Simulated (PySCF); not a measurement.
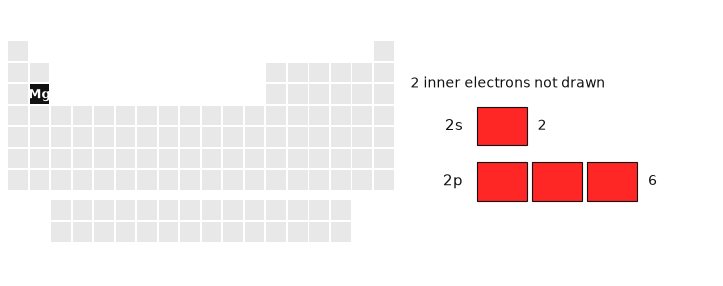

Figure 1. Left, the place of magnesium in the periodic table; right, the outer shells of the nominal configuration: a box for each of the 2l + 1 orbitals, shaded by the share of the shell that is filled, with the electron count at the right.

## Run report: Mg²⁺, atomic calculation

System: Mg²⁺, configuration 1s2 2s2 2p6, multiplicity 1.
Method: unrestricted HF, dyall-acv3z, non-relativistic, point nucleus (PySCF).

### Input file
```python
from pyscf import gto, scf, dft, mp, cc
import basis_set_exchange as bse
mol = gto.M(atom="Mg 0 0 0", charge=2, spin=0, symmetry="D2h",
            basis=gto.basis.parse(bse.get_basis("dyall-acv3z", elements=["Mg"], fmt="nwchem")))
mf = scf.UHF(mol)
mf.irrep_nelec = {'Ag': (2, 2), 'B1u': (1, 1), 'B2u': (1, 1), 'B3u': (1, 1)}
mf.kernel()
```

The script is an equivalent of what the driver set up; the driver started from orbitals of its own, so the log can be shorter than this script's would be, and it computed the properties (radii, ⟨L²⟩, response) afterwards. It held the occupations shell by shell, which the script's counts by irreducible representation don't always enforce.

Hardware: 1 CPU thread, shared host.

### Log (extracts)
```
damping factor = 0
level_shift factor = 0
DIIS = <class 'pyscf.scf.diis.CDIIS'>
diis_start_cycle = 1
diis_space = 10
diis_damp = 0
SCF conv_tol = 1e-09
SCF conv_tol_grad = None
number electrons alpha = 5  beta = 5
cycle= 1 E= -198.830625286077  delta_E= -1.28e-12  |g|= 9.56e-07  |ddm|= 8.68e-07
converged SCF energy = -198.830625286077  <S^2> = -3.5527137e-15  2S+1 = 1
```

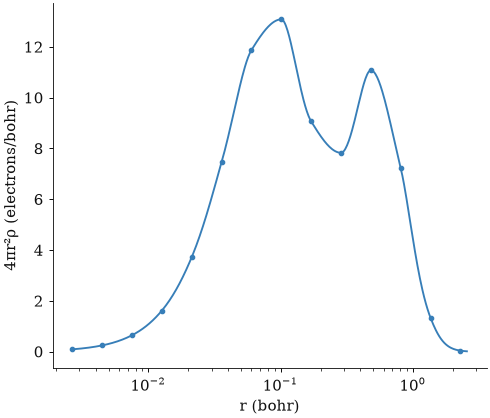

Figure 2. Spherically averaged radial density 4πr²ρ of the mean field; markers are the stored points, which are sparse, and the line is a monotone interpolation between them. The largest stored value is 13.1 electrons/bohr at r = 0.10 bohr. Root-mean-square radii of the shells: 1s 0.152, 2s 0.756, 2p 0.767 bohr.

### Results in brief

- outcome: converged
- total energy: −198.830625 hartree
- kinetic energy: 198.830299 hartree
- −E/T (1 by the virial theorem at the basis-set limit): 1.0000
- SCF iterations: 1
- CPU time: 2.1 s (integrals apart)
